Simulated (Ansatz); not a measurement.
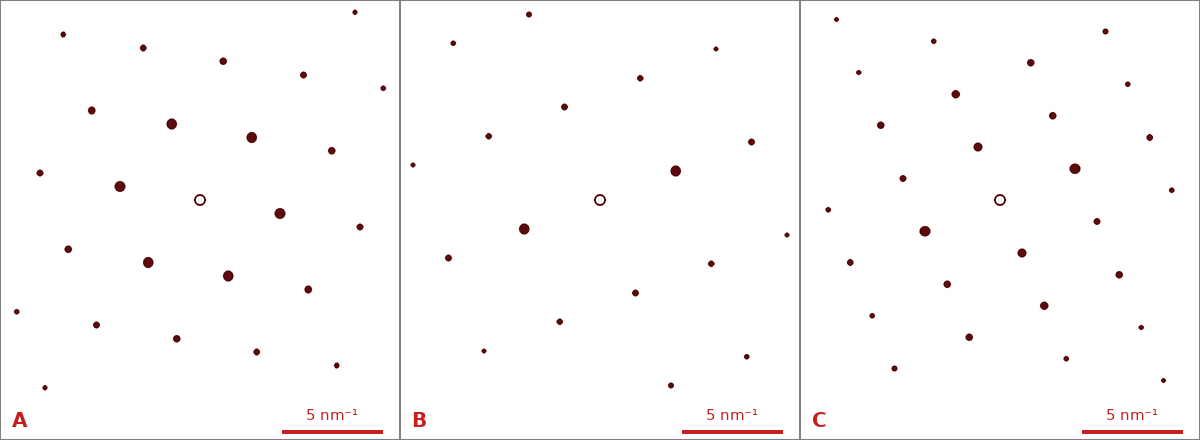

The patterns are kinematic simulations for 200 kV electrons (no multiple scattering; isotropic B = 0.5 Å²).

All three come from CaBe, space group Pm-3m (No. 221), a = 3.49 Å. Structure: coordinates from a relaxation with Ansatz, DFT PBEsol, scalar-relativistic, plane waves, PAW; the starting structure was generated, so it need not be a known form of this composition.

**Assign the zone axes [110], [111], [211] to A, B and C.**

A is [111]: hexagonal net of -1 1 0 at d = 2.46 Å and -1 0 1 at d = 2.46 Å, at 60.0°. B is [211]: rectangular net of 0 -1 1 at d = 2.46 Å and -1 1 1 at d = 2.01 Å, at 90.0°. C is [110]: rectangular net of 0 0 1 at d = 3.49 Å and 1 -1 0 at d = 2.46 Å, at 90.0°.
